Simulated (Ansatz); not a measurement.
**Mg2Ge: Mg interstitial (started 2.76 Å from the nearest host atom), symmetric start**

The parent structure is a 24-atom supercell of Mg$_{2}$Ge in the anti-fluorite structure (space group Fm-3m, No. 225; a = 6.3640 Å) at its relaxed geometry.

Modification: a neutral Mg interstitial (started 2.76 Å from the nearest host atom), symmetric start, atoms relaxed at fixed cell.

Computed with Ansatz (a program for electronic structure), PBEsol, PAW, cutoff 420 eV, spin-orbit coupling left out, earlier PAW set. Settings: 5×5×5 k-points, 0.05 eV Fermi–Dirac smearing.

```tsv
quantity	base	changed	shift
pressure	0.0 GPa	1.4 GPa	+1.4 GPa
gap of the supercell	0.08 eV	zero	–
largest displacement of a host atom from its site in the perfect cell	–	0.13 Å	–
final site of the added atom	–	6 Ge at 3.13 Å (octahedral)	–
```

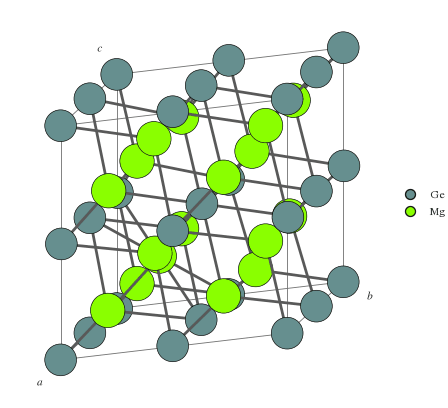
*The relaxed cell after the change*

The cell is small, so the values are those of an ordered compound at a high defect concentration; dilute-limit values will differ. The defect started on the symmetric site and kept its symmetry, so it may sit on a saddle. All final runs are without spin polarisation. The defect cell is not spin-polarised. A zero or small gap of Mg2Ge can be the functional's error rather than a property of the material.
